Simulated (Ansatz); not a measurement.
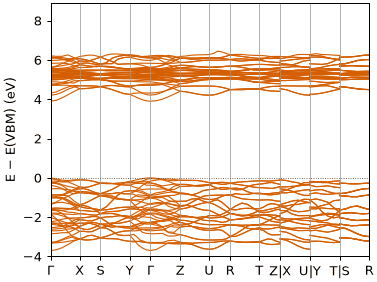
*Band structure from LDA (plane waves, PAW; program Ansatz)*

Q: Read off the gap and where the band edges lie.

A: About 3.9 eV (3.90 eV by a search for the band edges); maximum at Γ, minimum at Γ.

The material is LaScO$_{3}$ in space group Pnma (No. 62; La on 4c, Sc on 4a, O on 4c, O on 8d).

The LDA relaxation kept the symmetry of its start; of distortions, only those at the zone centre were tested. The run is not spin-polarised. Scalar-relativistic: spin–orbit coupling is off unless named, which matters more the heavier the elements.

Potentials: the later of the program's two PAW sets.
